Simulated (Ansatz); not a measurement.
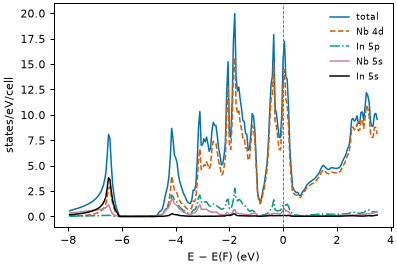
Total and projected density of states of Nb₃In (A15 (Cr3Si type), Pm-3n), DFT-r²SCAN in the program Ansatz with PAW potentials

Q: Which orbitals carry the states next to the Fermi level?

A: Within 0.5 eV of the Fermi level: Nb 4d 85 %, In 5p 7 %. Projections are on Löwdin-orthogonalised atomic valence shells; empty p or d shells of many metals are not among them.

Q: Where is the tallest occupied peak in this window, and what makes it?

A: Near -1.8 eV, about 20 states/eV per cell; the largest projected share is Nb 4d.

The workflow started from a Materials Project entry (that database holds measured and hypothetical structures alike); the Crystallography Open Database files this formula in space group No. 223, but the cells were not matched. Its standing as an ambient phase is unchecked. The cell was relaxed with r²SCAN under the symmetry of its start; whether a distortion lowers the energy is not shown. No spin polarisation was allowed. Scalar-relativistic: spin–orbit coupling is off unless named, which matters more the heavier the elements.

Potentials: the later of the program's two PAW sets.
